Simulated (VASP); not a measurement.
**Ba2SeS with PBE + D3: from relaxation to properties**

What structure does Ba2SeS take at this level, and what are its properties? The steps: rough relaxation of the start cell, relaxing cell and atoms (PBE + D3), single point with fields (PBE + D3), bands along the symmetry lines (PBE + D3), total and projected DOS (PBE + D3), core levels (PBE + D3), zone-centre phonons (PBE + D3) and elastic tensor by finite strains (PBE + D3). The cell is invented: it takes the structure of COD entry 9008600, BaS (space group 225 there), with some of its atoms replaced by other elements, volume scaled by an estimate. It may not be a known or stable phase. The atoms of the start are displaced at random from the sites of a R-3m cell.

Main program and level: VASP 6.6.1; PBE with D3; plane waves and PAW (Ba_sv, Se, S); invented cell.

## (1) Set-up

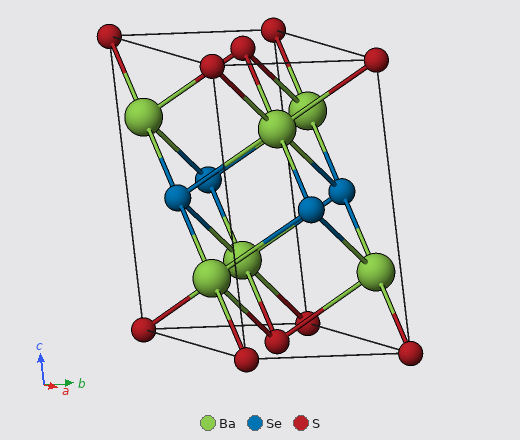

The starting structure, seen slightly off an axis (barium green, selenium blue, sulfur red). This picture shows the conventional cell, with its axes. Some periodic images of atoms are drawn too.

## (2) Rough relaxation of the start cell

The start is only an estimate, so a cheap relaxation brings it near a minimum before any careful run. PBE, the usual starting point, adds the gradient of the density. A dispersion term adds the long-range attraction that semilocal functionals lack. D3 makes the C6 coefficients depend on coordination; zero damping switches the term off at short range.

File INCAR:

```
SYSTEM = Ba2SeS
PREC = Normal
ENCUT = 400
EDIFF = 1E-05
NELM = 60
ISMEAR = 0
SIGMA = 0.05
LREAL = .FALSE.
ALGO = Fast
GGA = PE
IVDW = 11
NBANDS = 22
LORBIT = 11
LWAVE = .FALSE.
LCHARG = .FALSE.
KPAR = 2
IBRION = 2
NSW = 40
ISIF = 3
EDIFFG = -0.04
```

File POSCAR:

```
Ba2SeS
1.0
    2.2720220000      1.3117530000      7.4203940000
   -2.2720220000      1.3117530000      7.4203940000
    0.0000000000     -2.6235050000      7.4203940000
Ba Se S
2 1 1
Direct
    0.7551370000      0.7478290000      0.7484160000
    0.2568650000      0.2419450000      0.2510150000
    0.5058240000      0.4955610000      0.4997700000
    0.0045410000     -0.0010690000     -0.0017960000
```

File KPOINTS:

```
Automatic mesh
0
Gamma
4 4 4
0 0 0
```

The projector-augmented-wave data sets are Ba_sv, Se and S (PBE family, release 64).

Run with:

```bash
$ mpirun -np 2 vasp_std
```

What it wrote:

```text
[banner, memory and clock lines left out]
running    2 mpi-ranks, on    1 nodes
 distrk:  each k-point on    1 cores,    2 groups
 distr:  one band on    1 cores,    1 groups

 POSCAR found type information on POSCAR BaSeS
 POSCAR found :  3 types and       4 ions
 LDA part: xc-table for (Slater+PW92), standard interpolation
 POSCAR, INCAR and KPOINTS ok, starting setup
 FFT: planning ... GRIDC
 FFT: planning ... GRID_SOFT
 FFT: planning ... GRID
 WAVECAR not read
 entering main loop
       N       E                     dE             d eps       ncg     rms          rms(c)
DAV:   1     0.185181408510E+03    0.18518E+03   -0.11771E+04  1584   0.101E+03
DAV:   2    -0.798716791241E+01   -0.19317E+03   -0.18270E+03  2294   0.212E+02
DAV:   3    -0.199167125886E+02   -0.11930E+02   -0.11847E+02  2054   0.569E+01
DAV:   4    -0.202975729586E+02   -0.38086E+00   -0.38046E+00  2524   0.899E+00
DAV:   5    -0.203017753738E+02   -0.42024E-02   -0.42016E-02  1952   0.911E-01    0.650E+00
RMM:   6    -0.195108876068E+02    0.79089E+00   -0.16521E+00  1588   0.401E+00    0.449E+00
RMM:   7    -0.195351118785E+02   -0.24224E-01   -0.11230E+00  1662   0.329E+00    0.238E+00
RMM:   8    -0.195590603466E+02   -0.23948E-01   -0.26261E-01  1632   0.212E+00    0.729E-01
RMM:   9    -0.195462886036E+02    0.12772E-01   -0.84117E-02  1700   0.106E+00    0.238E-01
RMM:  10    -0.195489200989E+02   -0.26315E-02   -0.19218E-02  1938   0.455E-01    0.215E-01
RMM:  11    -0.195496336472E+02   -0.71355E-03   -0.35793E-03  1889   0.258E-01    0.133E-01
RMM:  12    -0.195496654263E+02   -0.31779E-04   -0.14425E-03  1908   0.135E-01    0.453E-02
RMM:  13    -0.195497109335E+02   -0.45507E-04   -0.42915E-04  1701   0.568E-02    0.324E-02
RMM:  14    -0.195497339001E+02   -0.22967E-04   -0.14967E-04  1605   0.363E-02    0.213E-02
RMM:  15    -0.195497317815E+02    0.21186E-05   -0.84954E-05  1516   0.340E-02
   1 F= -.20239467E+02 E0= -.20239467E+02  d E =-.202395E+02
 curvature:   0.00 expect dE= 0.000E+00 dE for cont linesearch  0.000E+00
 trial: gam= 0.00000 g(F)=  0.393E-01 g(S)=  0.100E+00 ort = 0.000E+00 (trialstep = 0.100E+01)
 search vector abs. value=  0.140E+00
 bond charge predicted
       N       E                     dE             d eps       ncg     rms          rms(c)
DAV:   1    -0.201585335118E+02   -0.60880E+00   -0.17043E+01  1620   0.243E+01    0.392E+00
RMM:   2    -0.197598158369E+02    0.39872E+00   -0.96767E-01  1693   0.566E+00    0.162E+00
RMM:   3    -0.196583554928E+02    0.10146E+00   -0.47177E-01  1685   0.358E+00    0.634E-01
RMM:   4    -0.196600762499E+02   -0.17208E-02   -0.49730E-02  1783   0.104E+00    0.485E-01
RMM:   5    -0.196608206293E+02   -0.74438E-03   -0.11809E-02  1863   0.536E-01    0.157E-01
RMM:   6    -0.196611784239E+02   -0.35779E-03   -0.23071E-03  2132   0.206E-01    0.128E-01
RMM:   7    -0.196612850571E+02   -0.10663E-03   -0.54204E-04  2353   0.954E-02    0.559E-02
RMM:   8    -0.196612936962E+02   -0.86391E-05   -0.26913E-04  2094   0.696E-02    0.210E-02
RMM:   9    -0.196612972595E+02   -0.35633E-05   -0.72136E-05  1577   0.345E-02
   2 F= -.20299890E+02 E0= -.20299890E+02  d E =-.604230E-01
[...]
3 F= -.20300492E+02 E0= -.20300492E+02  d E =-.610248E-01
[...]
4 F= -.20311531E+02 E0= -.20311531E+02  d E =-.110394E-01
 trial-energy change:   -0.011039  1 .order   -0.011077   -0.014222   -0.007932
 step:   2.2172(harm=  2.2172)  dis= 0.04303  next Energy=   -20.316570 (dE=-0.161E-01)
 bond charge predicted
       N       E                     dE             d eps       ncg     rms          rms(c)
DAV:   1    -0.196647726484E+02   -0.13735E-02   -0.17603E+00  1596   0.678E+00    0.729E-01
RMM:   2    -0.196625127697E+02    0.22599E-02   -0.65734E-02  1610   0.147E+00    0.233E-01
RMM:   3    -0.196614892222E+02    0.10235E-02   -0.97246E-03  1625   0.556E-01    0.122E-01
RMM:   4    -0.196615435481E+02   -0.54326E-04   -0.23252E-03  1917   0.224E-01    0.751E-02
RMM:   5    -0.196616124720E+02   -0.68924E-04   -0.35368E-04  2250   0.860E-02    0.366E-02
RMM:   6    -0.196616336288E+02   -0.21157E-04   -0.94569E-05  1929   0.407E-02    0.840E-03
RMM:   7    -0.196616369378E+02   -0.33089E-05   -0.26290E-05  1207   0.196E-02
   5 F= -.20316166E+02 E0= -.20316166E+02  d E =-.156741E-01
 curvature:  -1.22 expect dE=-0.240E-03 dE for cont linesearch -0.130E-04
 trial: gam= 0.06555 g(F)=  0.629E-04 g(S)=  0.134E-03 ort =-0.413E-03 (trialstep = 0.123E+01)
 search vector abs. value=  0.211E-03
 reached required accuracy - stopping structural energy minimisation
```

Elapsed: 3.3 min, on 2 MPI ranks of Intel Xeon Platinum 8488C (Sapphire Rapids), shared host; peak memory 0.61 GiB.

Lines that name or quote the potential files are left out of all logs, and their timing lines are given in words.

Parts of OUTCAR (step 2):

```text
ion  position               nearest neighbor table
   1  0.755  0.748  0.748-   3 3.21   4 3.21   4 3.21   4 3.21   3 3.21   3 3.22   2 4.53   2 4.53
                             2 4.54   2 4.55   2 4.56   2 4.56
   2  0.257  0.242  0.251-   3 3.20   4 3.21   4 3.21   3 3.21   3 3.21   4 3.24   1 4.53   1 4.53
                             1 4.54   1 4.55   1 4.56   1 4.56
   3  0.506  0.496  0.500-   2 3.20   1 3.21   2 3.21   2 3.21   1 3.21   1 3.22
   4  0.005  0.999  0.998-   1 3.21   2 3.21   2 3.21   1 3.21   1 3.21   2 3.24

  LATTYP: Found a trigonal (rhomboedric) cell.
 ALAT       =     7.8705163120
 COS(alpha) =     0.8333333544

 Subroutine GETGRP returns: Found  1 space group operations
 (whereof  1 operations were pure point group operations)

The static configuration has the point symmetry C_1 .

 Found     36 irreducible k-points:

   k-points           NKPTS =     36   k-points in BZ     NKDIM =     36   number of bands    NBANDS=     22

   dimension x,y,z NGX =    40 NGY =   40 NGZ =   40
   dimension x,y,z NGXF=    80 NGYF=   80 NGZF=   80

   ENCUT  =  400.0 eV  29.40 Ry    5.42 a.u.  12.83 12.83 12.83*2*pi/ulx,y,z

   NELECT =      32.0000    total number of electrons

 k-points in reciprocal lattice and weights: Automatic mesh
   0.00000000  0.00000000  0.00000000       0.016
   0.25000000  0.00000000  0.00000000       0.031
   0.00000000  0.25000000  0.00000000       0.031
   0.00000000  0.00000000  0.25000000       0.031
   0.50000000  0.00000000  0.00000000       0.016
   0.00000000  0.50000000  0.00000000       0.016
   0.00000000  0.00000000  0.50000000       0.016
   0.25000000  0.25000000  0.00000000       0.031
  -0.25000000 -0.00000000 -0.25000000       0.031
[...]
0.50000000  0.25000000 -0.25000000       0.031
   0.50000000  0.50000000  0.50000000       0.016

 Edisp (eV)   -0.64813

 average (electrostatic) potential at core
       1 -37.1287       2 -37.1329       3 -54.6901       4 -88.0035

 E-fermi :   1.5572

 k-point     1 :       0.0000    0.0000    0.0000
  band No.  band energies     occupation
    ...
     12       0.1781      2.00000
     13       0.1792      2.00000
     14       1.2961      2.00000
     15       1.3408      2.00000
     16       1.3448      2.00000
     17       4.5611      0.00000
     18       4.9801      0.00000
     19       4.9848      0.00000
     20       4.9955      0.00000
     21       5.8608      0.00000
    ...

 k-point     2 :       0.2500    0.0000    0.0000
  band No.  band energies     occupation
    ...
     12       0.0781      2.00000
     13       0.3336      2.00000
     14       0.6127      2.00000
     15       0.8951      2.00000
     16       1.0321      2.00000
     17       4.5513      0.00000
     18       5.5627      0.00000
     19       5.7172      0.00000
     20       6.0971      0.00000
     21       6.1335      0.00000
    ...

 k-point     3 :       0.0000    0.2500    0.0000
  band No.  band energies     occupation
    ...
     12       0.0787      2.00000
     13       0.3317      2.00000
     14       0.6094      2.00000
     15       0.8965      2.00000
     16       1.0363      2.00000
     17       4.5491      0.00000
     18       5.5694      0.00000
     19       5.7179      0.00000
     20       6.1088      0.00000
     21       6.1335      0.00000
    ...

 Edisp (eV)   -0.65453

  Total       0.04988     0.06528     0.05919     0.01102    -0.00996     0.01419
  in kB       0.57821     0.75671     0.68610     0.12768    -0.11545     0.16450
  external pressure =        0.67 kB  Pullay stress =        0.00 kB

  energy-cutoff  :      400.00
  volume of cell :      138.22
      direct lattice vectors                 reciprocal lattice vectors
     2.301559202  1.329729203  7.522728163     0.217107898  0.125431384  0.044335451
    -2.305432517  1.331104177  7.523671460    -0.217014928  0.125301777  0.044246617
    -0.000745894 -2.657691188  7.522644228    -0.000065758 -0.250751671  0.044343376

 POSITION                                       TOTAL-FORCE (eV/Angst)
 -----------------------------------------------------------------------------------
      0.01494      0.00907     16.86871         0.006717     -0.005849      0.009752
      0.02816     -0.00022      5.71256        -0.020878      0.013785      0.001188
      0.02105      0.00446     11.29271        -0.002869      0.002397     -0.001516
     -2.28950     -1.31948     15.05627         0.017030     -0.010333     -0.009424
 -----------------------------------------------------------------------------------
    total drift:                               -0.000641      0.000265      0.000919

  FREE ENERGIE OF THE ION-ELECTRON SYSTEM (eV)
  ---------------------------------------------------
  free  energy   TOTEN  =       -20.3161659697 eV

  energy  without entropy=      -20.3161659696  energy(sigma->0) =      -20.31616597

 reached required accuracy - stopping structural energy minimisation

 total charge
# of ion       s       p       d       tot
------------------------------------------
    1        2.010   5.617   0.273   7.899
    2        2.010   5.617   0.272   7.899
    3        1.436   2.451   0.003   3.890
    4        1.321   2.419   0.000   3.740
--------------------------------------------------
tot          6.776  16.104   0.548  23.428

[... 3 further parts left out ...]
```

The gap is read on the k-mesh alone, so it is an upper bound where the band edges lie off the mesh. Harder data sets than Ba_sv exist (the GW ones), and pressures, volumes and forces can shift noticeably with them. This relaxation is a rough one on cheap settings, only to bring the start near its minimum.

The steps of the relaxation:

| step | energy less that of the first step (eV) | largest force (eV/Å) | pressure (GPa) | volume (Å³) |
| --- | --- | --- | --- | --- |
| 1 | 0.0000 | 0.6507 | 2.01 | 132.69 |
| 2 | -0.0604 | 0.3032 | -0.60 | 140.85 |
| 3 | -0.0610 | 0.3376 | -0.38 | 140.04 |
| 4 | -0.0721 | 0.1935 | -0.20 | 139.23 |
| 5 | -0.0767 | 0.0250 | 0.07 | 138.22 |

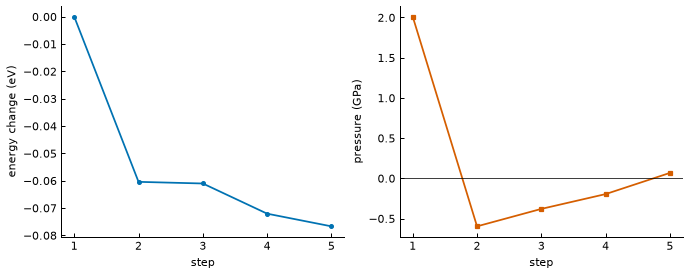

Energy and pressure along the relaxation.

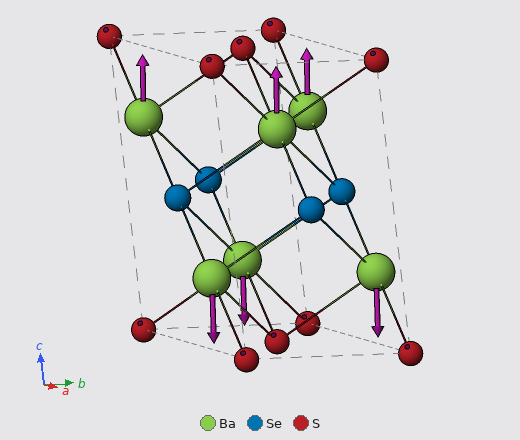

Displacements in the relaxation, exaggerated, measured against the changing cell; the longest in the cell stands for 0.07 Å. Some periodic images of atoms are drawn too.

| cell as run | before | after | change |
| --- | --- | --- | --- |
| a (Å) | 7.871 | 7.979 | +1.4 % |
| b (Å) | 7.871 | 7.981 | +1.4 % |
| c (Å) | 7.871 | 7.978 | +1.4 % |
| β (°) | 33.56 | 33.54 | -0.0 % |
| volume (Å³/atom) | 33.17 | 34.56 | +4.2 % |

The atoms that moved most (Å, as changes of fractional coordinates times the final cell):

| atom | dx | dy | dz | length |
| --- | --- | --- | --- | --- |
| Ba2 | -0.005 | 0.003 | 0.072 | 0.072 |
| Ba1 | 0.002 | -0.001 | -0.068 | 0.069 |
| S4 | 0.004 | -0.002 | -0.003 | 0.005 |

Final coordinates:

```xyz
4
Lattice="2.3016 1.3297 7.5227 -2.3054 1.3311 7.5237 -0.0007 -2.6577 7.5226" Properties=species:S:1:pos:R:3 pbc="T T T"
Ba    0.0149    0.0091   16.8687
Ba    0.0282   -0.0002    5.7126
Se    0.0211    0.0045   11.2927
S     0.0167    0.0071    0.0100
```

Numbers from this step:

```
electrons                       : 32
bands                           : 22
irreducible k-points            : 36
symmetry operations             : 1
free energy (TOTEN)             : -20.32 eV
Fermi energy                    : 1.557 eV
pressure                        : 0.06737 GPa
metallic                        : no
valence top at k                : 0, 0, 0
conduction bottom at k          : 0.5, 0.5, 0
least direct gap at k           : 0.5, 0, 0.5
SCF cycles over all ionic steps : 44
gap on the k-mesh               : 1.963 eV
least direct gap on the k-mesh  : 2.166 eV
```

It ends with a largest force of 0.025 eV/Å and a pressure of 0.07 GPa.

(Continued in part 2 of 4.)

[Lines on the potential files, build, host, timing and source positions are cut from VASP's logs without a mark.]

[Logs are printed without paths, hosts, clocks, repeated set-up lines and the standing remarks that a program may print on its own settings, such as how far it seeks lower states.]

[Hosts, paths, dates, database ids (printed as entryN), source tags and the programs' standing remarks are cut or masked in the printed files.]

[A measured line is paired with the nearest computed mode of its activity, which favours agreement.]
